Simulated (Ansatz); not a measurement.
# Sn(SiH3)H3 (SiSnH₆): trial inputs and their diagnosis

2 inputs were typed for Sn(SiH3)H3 (SiSnH₆). Each is run as it stands; the log then has to tell whether the result can be used.

Computed with Ansatz 0.2.0, Gaussian basis. Level: the settings change from run to run.

1 further run of the same task is left out (set aside as unsound or not needed).

## Step 1: The relaxed structure

The structure was relaxed beforehand with PBE-D4 in a triple-zeta def2 set. Sn takes a core potential in def2 sets; no spin-orbit term is included.

8 atoms, charge 0, spin multiplicity 1.

Atoms are counted from 1 here; the program's logs count them from 0.

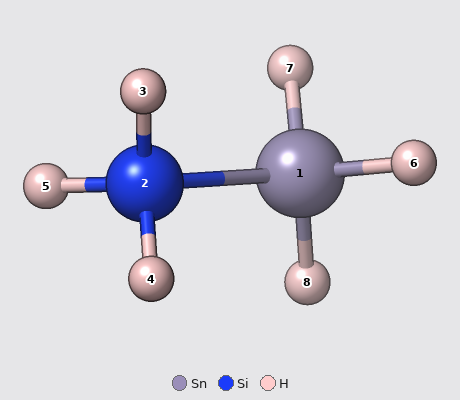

The geometry (tin purple, silicon blue, hydrogen pink); atoms are numbered from 1 in the order of the file.

As a file:

```xyz
8
charge 0, multiplicity 1
Sn   -0.0034    0.0080   -1.2509
Si    0.0035   -0.0084    1.3236
H     0.8028    1.1433    1.8452
H     0.6062   -1.2802    1.8303
H    -1.3942    0.1017    1.8445
H     1.6022   -0.0226   -1.8687
H    -0.7787    1.4210   -1.8532
H    -0.8385   -1.3628   -1.8707
```

## Step 2: Attempt 1

Input file in.yaml:

```yaml
crystal:
  periodic: [false, false, false]
  atoms:
    - {symbol: Sn, position_ang: [-0.003357, 0.007971, -1.250934]}
    - {symbol: Si, position_ang: [0.003543, -0.008427, 1.323572]}
    - {symbol: H, position_ang: [0.802810, 1.143263, 1.845202]}
    - {symbol: H, position_ang: [0.606244, -1.280154, 1.830305]}
    - {symbol: H, position_ang: [-1.394249, 0.101744, 1.844488]}
    - {symbol: H, position_ang: [1.602220, -0.022632, -1.868745]}
    - {symbol: H, position_ang: [-0.778701, 1.421006, -1.853169]}
    - {symbol: H, position_ang: [-0.838511, -1.362761, -1.870708]}
basis:
  gaussian: {orbitals: def2-SVP, final_grid: {core_spheres: 1, valence_spheres: 1, degree: 3}}
hamiltonian: {xc: {name: r2SCAN}}
output: {forces: true}
```

The run is started by

```console
> ansatz run in.yaml --threads 4 --pin off --events-out ev --progress --plain --max-ram 3916MiB
```

The program printed:

```text
Functional definition: r2SCAN
  name "r2SCAN"
  cite "Furness, Kaplan, Ning, Perdew & Sun, J. Phys. Chem. Lett. 11, 8208 (2020) doi:10.1021/acs.jpclett.0c02405"
  cite "Furness, Kaplan, Ning, Perdew & Sun, J. Phys. Chem. Lett. 11, 9248 (2020) doi:10.1021/acs.jpclett.0c03077"
  parent r2scan
  parameter k0 = 0.174
  parameter k1 = 0.065
  parameter a1 = 4.9479
  exchange = r2scan_x(k0 = k0, k1 = k1, a1 = a1)
  correlation = r2scan_c
835 factors; their error is unknown
mean field evaluation 1: about -13804.2572 eV, gradient 1.2e1 eV
mean field evaluation 2: about -13804.6189 eV, gradient 7.7e0 eV
mean field evaluation 4: about -13804.8124 eV, gradient 2.1e-1 eV
mean field evaluation 8: about -13821.4559 eV, gradient 8.8e1 eV
mean field evaluation 16: about -13859.7369 eV, gradient 3.0e1 eV
mean field evaluation 32: about -13834.4986 eV, gradient 4.6e1 eV
mean field evaluation 64: about -13850.9941 eV, gradient 2.6e1 eV
mean field evaluation 96: about -13863.1991 eV, gradient 1.1e1 eV
mean field -13867.01043732 eV, -509.6032341743 hartree, gradient 2.1e-5 eV, S^2 0.000000; 6 other end points of the search recorded, 0 dependent functions left out
the calculation of the forces begins
reference -13867.01049401 eV, -509.6032362576 hartree; 21, 21 occupied and 53, 53 virtual orbitals, 835 factors
Total energy: -13867.01049401 eV, -509.6032362576 hartree
Atom 0 at    -0.003357     0.007971    -1.250934 Å, force     6.916804     0.571809     7.528924 eV/Å
Atom 1 at     0.003543    -0.008427     1.323572 Å, force   -18.470332     2.088693     4.230008 eV/Å
Atom 2 at     0.802810     1.143263     1.845202 Å, force     6.566920    -1.628338    -7.036456 eV/Å
Atom 3 at     0.606244    -1.280154     1.830305 Å, force     2.334479     0.476019    -3.379913 eV/Å
Atom 4 at    -1.394249     0.101744     1.844488 Å, force     2.554418    -1.791206    -0.233232 eV/Å
Atom 5 at     1.602220    -0.022632    -1.868745 Å, force     3.601208     0.714309    -2.373944 eV/Å
Atom 6 at    -0.778701     1.421006    -1.853169 Å, force    -2.166270    11.070308     0.598057 eV/Å
Atom 7 at    -0.838511    -1.362761    -1.870708 Å, force    -1.337228   -11.501594     0.666556 eV/Å
Dipole moment:    -0.209446    -0.070234    -0.513743 e Å
```

Run time: 3.1 s. Hardware: 4 threads of Arm Neoverse V2, shared host.

What is wrong: It ended without an error, which proves nothing about the input. The integration grid is far too coarse. Its energy carries the error of the grid. To mend it, drop final_grid and take the default grid.

## Step 3: Attempt 2

Input file in.yaml:

```yaml
crystal:
  periodic: [false, false, false]
  atoms:
    - {symbol: Sn, position_ang: [-0.021078, 0.037821, -1.260690]}
    - {symbol: Si, position_ang: [0.006297, -0.021545, 1.330395]}
    - {symbol: H, position_ang: [0.799154, 1.148391, 1.893517]}
    - {symbol: H, position_ang: [0.553560, -1.295772, 1.849530]}
    - {symbol: H, position_ang: [-1.378619, 0.112909, 1.859819]}
    - {symbol: H, position_ang: [1.590899, -0.116029, -1.884765]}
    - {symbol: H, position_ang: [-0.777940, 1.436396, -1.848235]}
    - {symbol: H, position_ang: [-0.021078, 0.037821, -1.260690]}
basis:
  gaussian: {orbitals: def2-SVPD}
hamiltonian: {xc: {name: HSE06}, dispersion: d3bj}
```

Same command.

The program printed:

```text
Error: two nuclei lie on one point
```

Run time: 0.05 s. Hardware: 4 threads of Arm Neoverse V2, shared host.

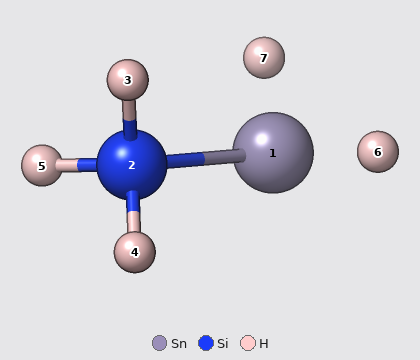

The geometry of this input.

**Diagnosis.** The program refused the input. One atom was put on top of another. The shortest distance is 0.00 Å (Sn1–H8), against 1.50 Å in the relaxed molecule. Its coordinates are also moved off the relaxed structure. To mend it, restore the atom's position.

## Step 4: Summary

```tsv
attempt	level	ended	cause	time
1	r2SCAN/def2-SVP	converged	the integration grid is far too coarse	3.1 s
2	HSE06/def2-SVPD	refused	one atom was put on top of another	0.05 s
```

**Reading.** 1 converged, 1 refused. A refusal costs next to no computing time. The dangerous case is the input that converges on a wrong geometry, charge, spin, basis or grid: often only a look at the input shows it.
